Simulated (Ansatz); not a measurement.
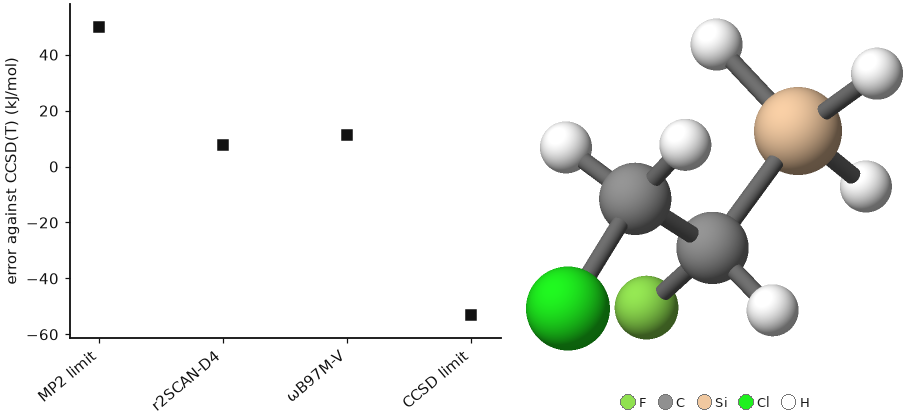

Error in the electronic atomisation energy (method less reference, so positive means overbinding) of C₂H₆ClFSi, SMILES F[C@@H]([SiH3])CCl: functionals in def2-TZVPP against frozen-core CCSD(T) at the limit (MP2 extrapolated from triple and quadruple zeta, plus CCSD(T) less MP2 in a smaller set), which gives 3777.6 kJ/mol, at a PBE0-D4/def2-TZVP geometry (no frequency check), no zero-point or spin-orbit term, the Ansatz code 0.2.0. The reference leaves out core correlation, a term that grows with the number of heavy atoms. Limit means the basis limit.

What range do the values span?

From −53.1 kJ/mol (CCSD limit) to 50.0 kJ/mol (MP2 limit).

Give the values.

```csv
level,kJ/mol
MP2 limit,50.0
r2SCAN-D4,7.7
ωB97M-V,11.4
CCSD limit,−53.1
```

Limits of at least one run: one conformer of a flexible molecule.
